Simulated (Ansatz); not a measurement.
**SiH₃Br + HF: a complex and its separated parts**

Aim: how far the complex at one end of a reaction step lies below its separated, relaxed parts, level by level.

The runs use Ansatz 0.2.0, Gaussian basis; PBE0-D4/def2-TZVP structures, single points in def2-TZVPP, no counterpoise correction.

Levels: SPW92, PBE-D4, BLYP-D4, r2SCAN-D4, B97M-V, PBE0-D4, B3LYP-D4, r2SCAN0-D4, BHLYP-D4, CAM-B3LYP-D4, wB97X-V, wB97M-V, B2PLYP, PBE-QIDH, RPA on PBE, Hartree-Fock, MP2, CCSD, CCSD(T).

Cores are frozen in the correlated methods. Filled d shells of the heavier atoms are correlated. B3LYP uses VWN-RPA correlation. B2PLYP carries no dispersion term here.

94 further runs of the same task are left out: 94 set aside as unsound or not needed. Runs told in other sessions of the task aren't counted.

### Step 1. Starting geometry

The complex: 7 atoms, charge 0, spin multiplicity 1.

Atoms are counted from 1 here; the program's logs count them from 0.

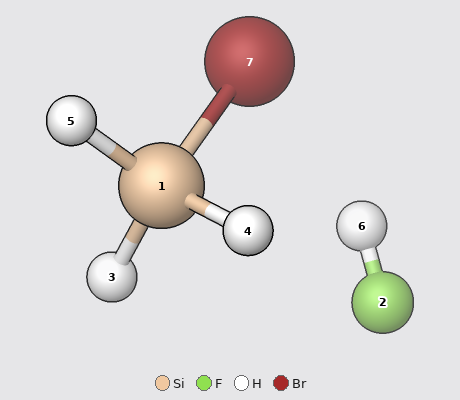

Start geometry, drawn with silicon light orange, fluorine green, hydrogen white, bromine red; atoms are numbered from 1 in the order of the file.

Coordinates:

```mol
BrFH4Si
  3D, bonds by distance, orders not assigned

  7  5  0  0  0  0  0  0  0  0999 V2000
   -0.9843    0.0367   -0.1908 Si  0  0
    2.2367   -0.7798    0.8606 F   0  0
   -0.6424   -1.2742   -0.7803 H   0  0
   -0.9954   -0.0087    1.2858 H   0  0
   -2.2646    0.5509   -0.7245 H   0  0
    2.0482   -0.0189    0.3619 H   0  0
    0.6019    1.4939   -0.8126 Br  0  0
  1  3  8  0
  1  4  8  0
  1  5  8  0
  1  7  8  0
  2  6  8  0
M  END
```

Its parts: SiH₃Br holds atoms 1, 3, 4, 5, 7; HF holds atoms 2, 6. Each part counts its atoms afresh in its own runs.

### Step 2. Relaxing SiH₃Br alone

relax-a/in.yaml reads:

```yaml
crystal:
  periodic: [false, false, false]
  atoms:
    - {symbol: Si, position_ang: [-0.984261, 0.036711, -0.190842]}
    - {symbol: H, position_ang: [-0.642392, -1.274154, -0.780298]}
    - {symbol: H, position_ang: [-0.995399, -0.008689, 1.285778]}
    - {symbol: H, position_ang: [-2.264612, 0.550880, -0.724532]}
    - {symbol: Br, position_ang: [0.601873, 1.493916, -0.812567]}
basis:
  gaussian: {orbitals: def2-TZVP}
hamiltonian: {xc: pbe0, dispersion: d4}
relax: {f_tol: 0.005, max_steps: 200}
```

On the command line:

```
$ ansatz run in.yaml --threads 4 --pin off --events-out ev --progress --plain --max-ram 9574MiB
```

The log of the run, cut to the lines that bear on the results:

```text
Functional definition: PBE0
  name "PBE0"
  cite "Adamo & Barone, J. Chem. Phys. 110, 6158 (1999) doi:10.1063/1.478522"
  cite "Perdew, Burke & Ernzerhof, Phys. Rev. Lett. 77, 3865 (1996) doi:10.1103/PhysRevLett.77.3865"
  parent pbe
[...]
813 factors; their error is unknown
[...]
mean field -77962.56382390 eV, -2865.0713756047 hartree, gradient 7.9e-5 eV, S^2 0.000000; 0 other end points of the search recorded, 0 dependent functions left out
[...]
reference -77962.56385027 eV, -2865.0713765738 hartree; 26, 26 occupied and 77, 77 virtual orbitals, 813 factors
[...]
reference -77962.57030558 eV, -2865.0716138021 hartree; 26, 26 occupied and 77, 77 virtual orbitals, 813 factors
Total energy: -77962.63701308 eV, -2865.0740652572 hartree
Atom 0 at    -0.973274     0.053991    -0.199594 Å, force     0.000237     0.000080    -0.000007 eV/Å
Atom 1 at    -0.647257    -1.271011    -0.774082 Å, force     0.000052    -0.000218    -0.000114 eV/Å
Atom 2 at    -0.998004    -0.013317     1.279194 Å, force    -0.000010     0.000005     0.000250 eV/Å
Atom 3 at    -2.271943     0.539549    -0.718856 Å, force    -0.000280     0.000118    -0.000120 eV/Å
Atom 4 at     0.605686     1.489451    -0.809122 Å, force     0.000002     0.000014    -0.000008 eV/Å
Dipole moment:    -0.192297    -0.174817     0.074230 e Å
```

It took 10 s on 4 threads of Intel Xeon at 2.50GHz, shared host.

Relaxation path:

| step | energy from step 1 (eV) | largest force component (eV/Å) |
| --- | --- | --- |
| 1 | 0.0000 | 0.3687 |
| 2 | -0.0057 | 0.0852 |
| 3 | -0.0064 | 0.0464 |
| 4 | -0.0065 | 0.0052 |
| 5 | -0.0065 | 0.0003 |

Close pairs (by a distance rule), those that changed most:

| bond | before (Å) | after (Å) | change (Å) |
| --- | --- | --- | --- |
| Si1–Br5 | 2.242 | 2.219 | -0.023 |
| Si1–H3 | 1.477 | 1.481 | +0.003 |
| Si1–H2 | 1.477 | 1.481 | +0.003 |
| Si1–H4 | 1.479 | 1.481 | +0.001 |

### Step 3. Relaxing HF alone

relax-b/in.yaml reads:

```yaml
crystal:
  periodic: [false, false, false]
  atoms:
    - {symbol: F, position_ang: [2.236651, -0.779816, 0.860594]}
    - {symbol: H, position_ang: [2.048241, -0.018947, 0.361867]}
basis:
  gaussian: {orbitals: def2-TZVP}
hamiltonian: {xc: pbe0, dispersion: d4}
relax: {f_tol: 0.005, max_steps: 200}
```

On the command line:

```
$ ansatz run in.yaml --threads 4 --pin off --events-out ev --progress --plain --max-ram 9574MiB
```

The log of the run, cut to the lines that bear on the results:

```text
[... 5 set-up lines as earlier in the session ...]
[...]
200 factors; their error is unknown
[...]
mean field -2731.79928868 eV, -100.3917721789 hartree, gradient 6.9e-6 eV, S^2 0.000000; 0 other end points of the search recorded, 0 dependent functions left out
[...]
reference -2731.80170836 eV, -100.3918611006 hartree; 5, 5 occupied and 32, 32 virtual orbitals, 200 factors
Total energy: -2731.80322164 eV, -100.3919167126 hartree
Atom 0 at     2.235734    -0.776111     0.858165 Å, force     0.000533    -0.002152     0.001411 eV/Å
Atom 1 at     2.049158    -0.022652     0.364296 Å, force    -0.000533     0.002152    -0.001411 eV/Å
Dipole moment:    -0.081283     0.328251    -0.215159 e Å
```

Run time: 1.1 s. Hardware: 4 threads of Intel Xeon at 2.50GHz, shared host.

The steps of the relaxation:

| step | energy from step 1 (eV) | largest force component (eV/Å) |
| --- | --- | --- |
| 1 | 0.0000 | 0.4333 |
| 2 | -0.0023 | 0.0911 |
| 3 | -0.0024 | 0.0022 |

The bond:

| bond | before (Å) | after (Å) | change (Å) |
| --- | --- | --- | --- |
| F1–H2 | 0.929 | 0.920 | -0.009 |

### Step 4. SPW92/def2-TZVPP

parta/in.yaml reads:

```yaml
crystal:
  periodic: [false, false, false]
  atoms:
    - {symbol: Si, position_ang: [-0.973274, 0.053991, -0.199594]}
    - {symbol: H, position_ang: [-0.647257, -1.271011, -0.774082]}
    - {symbol: H, position_ang: [-0.998004, -0.013317, 1.279194]}
    - {symbol: H, position_ang: [-2.271943, 0.539549, -0.718856]}
    - {symbol: Br, position_ang: [0.605686, 1.489451, -0.809122]}
basis:
  gaussian: {orbitals: def2-TZVPP}
hamiltonian: {xc: lda}
```

partb/in.yaml reads:

```yaml
crystal:
  periodic: [false, false, false]
  atoms:
    - {symbol: F, position_ang: [2.235734, -0.776111, 0.858165]}
    - {symbol: H, position_ang: [2.049158, -0.022652, 0.364296]}
basis:
  gaussian: {orbitals: def2-TZVPP}
hamiltonian: {xc: lda}
```

The same command starts each run, in its folder.

On the command line:

```
$ ansatz run in.yaml --threads 4 --pin off --events-out ev --progress --plain --max-ram 9574MiB
```

Output in parta, cut to the lines that bear on the results:

```text
Functional definition: SPW92
  name "SPW92"
  cite "Dirac, Proc. Camb. Phil. Soc. 26, 376 (1930) doi:10.1017/S0305004100016108"
  cite "Slater, Phys. Rev. 81, 385 (1951) doi:10.1103/PhysRev.81.385"
  cite "Perdew & Wang, Phys. Rev. B 45, 13244 (1992) doi:10.1103/PhysRevB.45.13244"
[...]
841 factors; their error is unknown
[...]
mean field -77844.69269256 eV, -2860.7396914236 hartree, gradient 4.0e-5 eV, S^2 0.000000; 0 other end points of the search recorded, 0 dependent functions left out
reference -77844.69272458 eV, -2860.7396926005 hartree; 26, 26 occupied and 106, 106 virtual orbitals, 841 factors
Total energy: -77844.69272458 eV, -2860.7396926005 hartree
```

Log of partb, cut to the lines that bear on the results:

```text
[... 5 set-up lines as earlier in the session ...]
[...]
215 factors; their error is unknown
[...]
mean field -2716.76648796 eV, -99.8393269420 hartree, gradient 3.5e-5 eV, S^2 0.000000; 0 other end points of the search recorded, 0 dependent functions left out
reference -2716.76649904 eV, -99.8393273493 hartree; 5, 5 occupied and 40, 40 virtual orbitals, 215 factors
Total energy: -2716.76649904 eV, -99.8393273493 hartree
```

Wall times: 0.91 s (parta), 0.25 s (partb) on 4 threads of Intel Xeon at 2.50GHz, shared host.

### Step 5. PBE-D4/def2-TZVPP

The same edit goes into each in.yaml of step 4 (parta, partb):

```diff
-hamiltonian: {xc: lda}
+hamiltonian: {xc: pbe, dispersion: d4}
```

The same command starts each run, in its folder.

On the command line:

```
$ ansatz run in.yaml --threads 4 --pin off --events-out ev --progress --plain --max-ram 9574MiB
```

Log of parta, cut to the lines that bear on the results:

```text
Functional definition: PBE
  name "PBE"
[... 2 set-up lines as earlier in the session ...]
[...]
841 factors; their error is unknown
[...]
mean field -77959.23277189 eV, -2864.9489617009 hartree, gradient 2.4e-5 eV, S^2 0.000000; 0 other end points of the search recorded, 0 dependent functions left out
reference -77959.23280598 eV, -2864.9489629539 hartree; 26, 26 occupied and 106, 106 virtual orbitals, 841 factors
Total energy: -77959.31251915 eV, -2864.9518923588 hartree
```

Log of partb, cut to the lines that bear on the results:

```text
[... 4 set-up lines as earlier in the session ...]
[...]
215 factors; their error is unknown
[...]
mean field -2731.84356689 eV, -100.3933993733 hartree, gradient 4.7e-5 eV, S^2 0.000000; 0 other end points of the search recorded, 0 dependent functions left out
reference -2731.84357900 eV, -100.3933998182 hartree; 5, 5 occupied and 40, 40 virtual orbitals, 215 factors
Total energy: -2731.84547287 eV, -100.3934694167 hartree
```

Wall times: 1.2 s (parta), 0.3 s (partb) on 4 threads of Intel Xeon at 2.50GHz, shared host.

### Step 6. BLYP-D4/def2-TZVPP

The same edit goes into each in.yaml of step 5 (parta, partb):

```diff
-hamiltonian: {xc: pbe, dispersion: d4}
+hamiltonian: {xc: {name: BLYP}, dispersion: d4}
```

The same command starts each run, in its folder.

On the command line:

```
$ ansatz run in.yaml --threads 4 --pin off --events-out ev --progress --plain --max-ram 9574MiB
```

parta printed, cut to the lines that bear on the results:

```text
Functional definition: BLYP
  name "BLYP"
  cite "Becke, Phys. Rev. A 38, 3098 (1988) doi:10.1103/PhysRevA.38.3098"
  cite "Lee, Yang & Parr, Phys. Rev. B 37, 785 (1988) doi:10.1103/PhysRevB.37.785"
[...]
841 factors; their error is unknown
[...]
mean field -77974.50804003 eV, -2865.5103174511 hartree, gradient 1.8e-5 eV, S^2 0.000000; 0 other end points of the search recorded, 0 dependent functions left out
reference -77974.50833575 eV, -2865.5103283187 hartree; 26, 26 occupied and 106, 106 virtual orbitals, 841 factors
Total energy: -77974.68396820 eV, -2865.5167826923 hartree
```

Log of partb, cut to the lines that bear on the results:

```text
[... 4 set-up lines as earlier in the session ...]
[...]
215 factors; their error is unknown
[...]
mean field -2734.23790935 eV, -100.4813898354 hartree, gradient 3.9e-5 eV, S^2 0.000000; 0 other end points of the search recorded, 0 dependent functions left out
reference -2734.23803295 eV, -100.4813943778 hartree; 5, 5 occupied and 40, 40 virtual orbitals, 215 factors
Total energy: -2734.24261491 eV, -100.4815627617 hartree
```

They took 1.2 s (parta), 0.31 s (partb) on 4 threads of Intel Xeon at 2.50GHz, shared host.

### Step 7. r2SCAN-D4/def2-TZVPP

The same edit goes into each in.yaml of step 6 (parta, partb):

```diff
-hamiltonian: {xc: {name: BLYP}, dispersion: d4}
+hamiltonian: {xc: r2scan, dispersion: d4}
```

The same command starts each run, in its folder.

On the command line:

```
$ ansatz run in.yaml --threads 4 --pin off --events-out ev --progress --plain --max-ram 9574MiB
```

Log of parta, cut to the lines that bear on the results:

```text
Functional definition: r2SCAN
  name "r2SCAN"
  cite "Furness, Kaplan, Ning, Perdew & Sun, J. Phys. Chem. Lett. 11, 8208 (2020) doi:10.1021/acs.jpclett.0c02405"
  cite "Furness, Kaplan, Ning, Perdew & Sun, J. Phys. Chem. Lett. 11, 9248 (2020) doi:10.1021/acs.jpclett.0c03077"
  parent r2scan
[...]
841 factors; their error is unknown
[...]
mean field -77972.91107526 eV, -2865.4516300786 hartree, gradient 3.1e-5 eV, S^2 0.000000; 0 other end points of the search recorded, 0 dependent functions left out
reference -77972.91108530 eV, -2865.4516304474 hartree; 26, 26 occupied and 106, 106 virtual orbitals, 841 factors
Total energy: -77972.92797153 eV, -2865.4522510047 hartree
```

Output in partb, cut to the lines that bear on the results:

```text
[... 5 set-up lines as earlier in the session ...]
[...]
215 factors; their error is unknown
[...]
mean field -2733.29261674 eV, -100.4466509728 hartree, gradient 6.5e-6 eV, S^2 0.000000; 0 other end points of the search recorded, 0 dependent functions left out
reference -2733.29261992 eV, -100.4466510896 hartree; 5, 5 occupied and 40, 40 virtual orbitals, 215 factors
Total energy: -2733.29307745 eV, -100.4466679036 hartree
```

Times: 2.1 s (parta), 0.86 s (partb) on 4 threads of Intel Xeon at 2.50GHz, shared host.

### Step 8. B97M-V/def2-TZVPP

Each input of step 7 (parta, partb) changes in the same lines:

```diff
-hamiltonian: {xc: r2scan, dispersion: d4}
+hamiltonian: {xc: {name: B97M-V}}
```

The same command starts each run, in its folder.

On the command line:

```
$ ansatz run in.yaml --threads 4 --pin off --events-out ev --progress --plain --max-ram 9574MiB
```

Log of parta, cut to the lines that bear on the results:

```text
Functional definition: B97M-V
  name "B97M-V"
  cite "Mardirossian & Head-Gordon, J. Chem. Phys. 142, 074111 (2015) doi:10.1063/1.4907719"
  cite "Becke, J. Chem. Phys. 107, 8554 (1997) doi:10.1063/1.475007"
  cite "Vydrov & Van Voorhis, J. Chem. Phys. 133, 244103 (2010) doi:10.1063/1.3521275"
  # Of w^i u^j: cxij and so on, Table III.
[...]
  gx(w, u) = cx00 + cx01*u + cx02*u^2 + (cx10 + cx11*u)*w
[...]
  gos(w, u) = cos00 + cos01*u + cos03*u^3 + cos10*w + cos32*w^3*u^2
[...]
      + integral(e_c_pw_mod_opposite_spin*gos(b97_w_opposite, b97_u_opposite)) + vv10(b, c)
841 factors; their error is unknown
[...]
mean field -77959.46568717 eV, -2864.9575211797 hartree, gradient 3.8e-5 eV, S^2 0.000000; 0 other end points of the search recorded, 0 dependent functions left out
reference -77959.46573780 eV, -2864.9575230405 hartree; 26, 26 occupied and 106, 106 virtual orbitals, 841 factors
Total energy: -77959.46573780 eV, -2864.9575230405 hartree
```

Log of partb, cut to the lines that bear on the results:

```text
[... 5 set-up lines as earlier in the session ...]
  # Of w^i u^j: cxij and so on, Table III.
[...]
  gx(w, u) = cx00 + cx01*u + cx02*u^2 + (cx10 + cx11*u)*w
[...]
  gos(w, u) = cos00 + cos01*u + cos03*u^3 + cos10*w + cos32*w^3*u^2
[...]
      + integral(e_c_pw_mod_opposite_spin*gos(b97_w_opposite, b97_u_opposite)) + vv10(b, c)
215 factors; their error is unknown
[...]
mean field -2733.38838304 eV, -100.4501703196 hartree, gradient 2.3e-5 eV, S^2 0.000000; 0 other end points of the search recorded, 0 dependent functions left out
reference -2733.38840075 eV, -100.4501709705 hartree; 5, 5 occupied and 40, 40 virtual orbitals, 215 factors
Total energy: -2733.38840075 eV, -100.4501709705 hartree
```

Wall times: 4 s (parta), 0.61 s (partb) on 4 threads of Intel Xeon at 2.50GHz, shared host.

### Step 9. PBE0-D4/def2-TZVPP

The same edit goes into each in.yaml of step 8 (parta, partb):

```diff
-hamiltonian: {xc: {name: B97M-V}}
+hamiltonian: {xc: pbe0, dispersion: d4}
+output: {orbitals: {seedname: orbitals}}
```

Each run has its own folder and the same command.

On the command line:

```
$ ansatz run in.yaml --threads 4 --pin off --events-out ev --progress --plain --max-ram 9574MiB
```

Log of parta, cut to the lines that bear on the results:

```text
[... 5 set-up lines as earlier in the session ...]
[...]
881 factors; their error is unknown
[...]
mean field -77962.58434812 eV, -2865.0721298558 hartree, gradient 3.0e-5 eV, S^2 0.000000; 0 other end points of the search recorded, 0 dependent functions left out
reference -77962.58437402 eV, -2865.0721308075 hartree; 26, 26 occupied and 106, 106 virtual orbitals, 881 factors
Total energy: -77962.65108151 eV, -2865.0745822626 hartree
```

Log of partb, cut to the lines that bear on the results:

```text
[... 5 set-up lines as earlier in the session ...]
[...]
215 factors; their error is unknown
[...]
mean field -2731.86112365 eV, -100.3940445723 hartree, gradient 4.0e-5 eV, S^2 0.000000; 0 other end points of the search recorded, 0 dependent functions left out
reference -2731.86113237 eV, -100.3940448925 hartree; 5, 5 occupied and 40, 40 virtual orbitals, 215 factors
Total energy: -2731.86264565 eV, -100.3941005045 hartree
```

They took 2 s (parta), 0.35 s (partb) on 4 threads of Intel Xeon at 2.50GHz, shared host.

### Step 10. B3LYP-D4/def2-TZVPP

Each input of step 9 (parta, partb) changes in the same lines:

```diff
-hamiltonian: {xc: pbe0, dispersion: d4}
-output: {orbitals: {seedname: orbitals}}
+hamiltonian: {xc: {name: B3LYP}, dispersion: d4}
```

One command serves all of them, each in its own folder.

On the command line:

```
$ ansatz run in.yaml --threads 4 --pin off --events-out ev --progress --plain --max-ram 9574MiB
```

Log of parta, cut to the lines that bear on the results:

```text
Functional definition: B3LYP
  name "B3LYP"
  cite "Stephens, Devlin, Chabalowski & Frisch, J. Phys. Chem. 98, 11623 (1994) doi:10.1021/j100096a001"
[... 2 set-up lines as earlier in the session ...]
  cite "Vosko, Wilk & Nusair, Can. J. Phys. 58, 1200 (1980) doi:10.1139/p80-159"
[...]
881 factors; their error is unknown
[...]
mean field -77975.58689100 eV, -2865.5499644931 hartree, gradient 2.2e-5 eV, S^2 0.000000; 0 other end points of the search recorded, 0 dependent functions left out
reference -77975.58711322 eV, -2865.5499726595 hartree; 26, 26 occupied and 106, 106 virtual orbitals, 881 factors
Total energy: -77975.71863737 eV, -2865.5548060828 hartree
```

Log of partb, cut to the lines that bear on the results:

```text
[... 6 set-up lines as earlier in the session ...]
[...]
215 factors; their error is unknown
[...]
mean field -2734.54625491 eV, -100.4927213259 hartree, gradient 1.9e-5 eV, S^2 0.000000; 0 other end points of the search recorded, 0 dependent functions left out
reference -2734.54634575 eV, -100.4927246641 hartree; 5, 5 occupied and 40, 40 virtual orbitals, 215 factors
Total energy: -2734.54933543 eV, -100.4928345331 hartree
```

Times: 1.8 s (parta), 0.36 s (partb) on 4 threads of Intel Xeon at 2.50GHz, shared host.

### Step 11. r2SCAN0-D4/def2-TZVPP

Each input of step 10 (parta, partb) changes in the same lines:

```diff
-hamiltonian: {xc: {name: B3LYP}, dispersion: d4}
+hamiltonian: {xc: {name: r2SCAN0}, dispersion: d4}
```

One command serves all of them, each in its own folder.

On the command line:

```
$ ansatz run in.yaml --threads 4 --pin off --events-out ev --progress --plain --max-ram 9574MiB
```

Output in parta, cut to the lines that bear on the results:

```text
Functional definition: r2SCAN0
  name "r2SCAN0"
  cite "Bursch, Neugebauer, Ehlert & Grimme, J. Chem. Phys. 156, 134105 (2022) doi:10.1063/5.0086040"
[... 3 set-up lines as earlier in the session ...]
[...]
881 factors; their error is unknown
[...]
mean field -77972.82510292 eV, -2865.4484706533 hartree, gradient 7.4e-5 eV, S^2 0.000000; 0 other end points of the search recorded, 0 dependent functions left out
reference -77972.82511094 eV, -2865.4484709478 hartree; 26, 26 occupied and 106, 106 virtual orbitals, 881 factors
Total energy: -77972.84578554 eV, -2865.4492307255 hartree
```

Output in partb, cut to the lines that bear on the results:

```text
[... 6 set-up lines as earlier in the session ...]
[...]
215 factors; their error is unknown
[...]
mean field -2732.94547857 eV, -100.4338938804 hartree, gradient 6.6e-5 eV, S^2 0.000000; 0 other end points of the search recorded, 0 dependent functions left out
reference -2732.94548103 eV, -100.4338939709 hartree; 5, 5 occupied and 40, 40 virtual orbitals, 215 factors
Total energy: -2732.94598300 eV, -100.4339124179 hartree
```

Wall times: 2.7 s (parta), 0.76 s (partb) on 4 threads of Intel Xeon at 2.50GHz, shared host.

### Step 12. BHLYP-D4/def2-TZVPP

Each input of step 11 (parta, partb) changes in the same lines:

```diff
-hamiltonian: {xc: {name: r2SCAN0}, dispersion: d4}
+hamiltonian: {xc: {name: BHLYP}, dispersion: d4}
```

One command serves all of them, each in its own folder.

On the command line:

```
$ ansatz run in.yaml --threads 4 --pin off --events-out ev --progress --plain --max-ram 9574MiB
```

Output in parta, cut to the lines that bear on the results:

```text
Functional definition: BHLYP
  name "BHLYP"
  cite "Becke, J. Chem. Phys. 98, 1372 (1993) doi:10.1063/1.464304"
[... 2 set-up lines as earlier in the session ...]
[...]
942 factors; their error is unknown
[...]
mean field -77973.92164234 eV, -2865.4887677335 hartree, gradient 2.0e-5 eV, S^2 0.000000; 0 other end points of the search recorded, 0 dependent functions left out
reference -77973.92179393 eV, -2865.4887733043 hartree; 26, 26 occupied and 106, 106 virtual orbitals, 942 factors
Total energy: -77974.03439379 eV, -2865.4929112728 hartree
```

Log of partb, cut to the lines that bear on the results:

```text
[... 5 set-up lines as earlier in the session ...]
[...]
234 factors; their error is unknown
[...]
mean field -2733.43316014 eV, -100.4518158476 hartree, gradient 1.2e-5 eV, S^2 0.000000; 0 other end points of the search recorded, 0 dependent functions left out
reference -2733.43322067 eV, -100.4518180721 hartree; 5, 5 occupied and 40, 40 virtual orbitals, 234 factors
Total energy: -2733.43494863 eV, -100.4518815732 hartree
```

Times: 1.8 s (parta), 0.3 s (partb) on 4 threads of Intel Xeon at 2.50GHz, shared host.

[end of part 1 of 2]
